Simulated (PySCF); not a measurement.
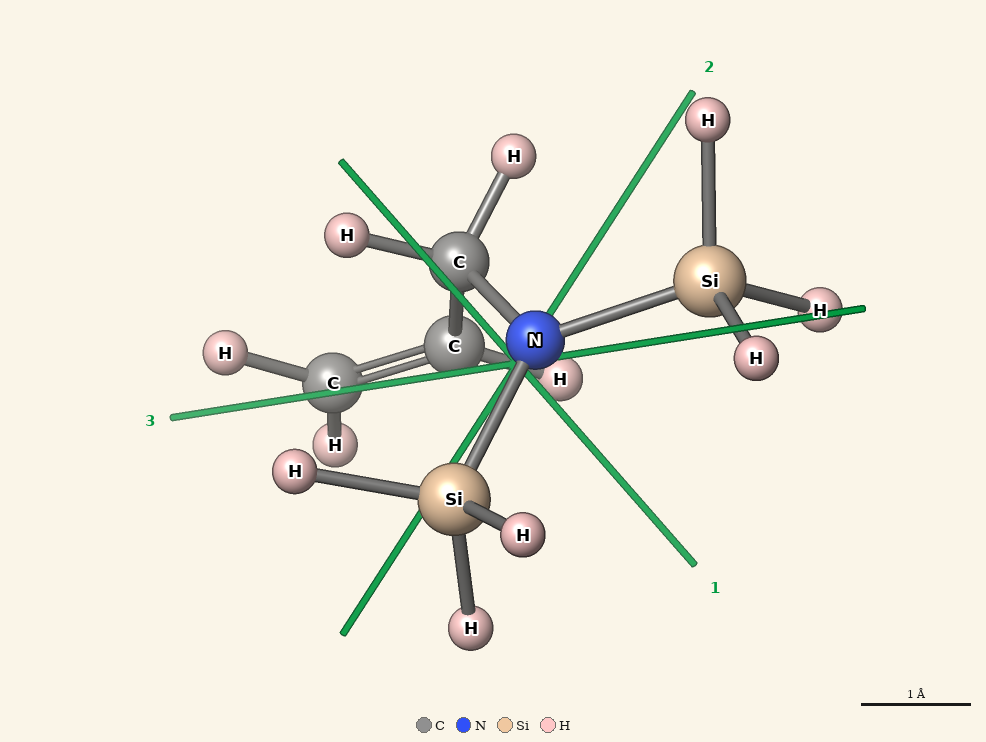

The three principal axes of inertia are drawn and numbered. Atoms fade into the background with distance from the viewer. The computed structure is the end point of a PBE0-D3(BJ)/def2-SVP optimisation. No frequency run is at hand to confirm it as a minimum. Masses are those of the most abundant isotopes; constants are for the rigid equilibrium geometry.

> Which line is the a axis (least moment of inertia), which b and which c?

a is line 3, b is line 2, c is line 1; the moments are 171, 332, 459 u Å².

> What kind of rotor is it, and what are its rotational constants in MHz?

An asymmetric top (C1): A = 2954, B = 1522, C = 1101 MHz. Ray's parameter κ is −0.55, nearer the prolate limit.
